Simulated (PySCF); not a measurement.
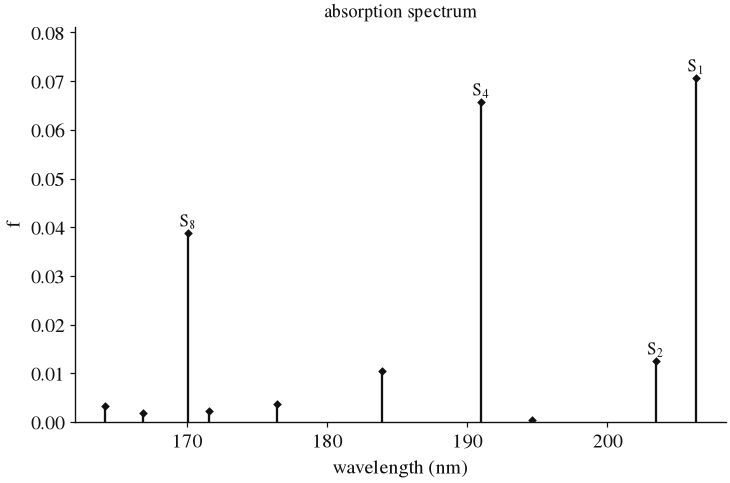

Vertical TDDFT excitations, CAM-B3LYP/def2-SVPD in PySCF 2.14.0, at a PBE0-D3(BJ)/def2-SVP geometry (no frequency check), gas phase. The lowest 10 singlet states are shown.

**Which molecule gives this spectrum?**
A. C₄H₁₀O₃Si, SMILES COC[SiH]1OCCO1
B. C₂H₁₁N₃Si₂, SMILES CN(C)[SiH]1N[SiH2]N1
C. C₅H₉GeN, SMILES C=N[C@@H]1C=C[CH2][GeH2]1, singlet

Option B. Its lowest singlet lies at 6.01 eV (f = 0.071) and the brightest of those computed is S1 at 6.01 eV (206 nm), f = 0.071, mainly HOMO → LUMO (52 %).

Caveats: one conformer of a flexible molecule; core orbitals are frozen in the response.
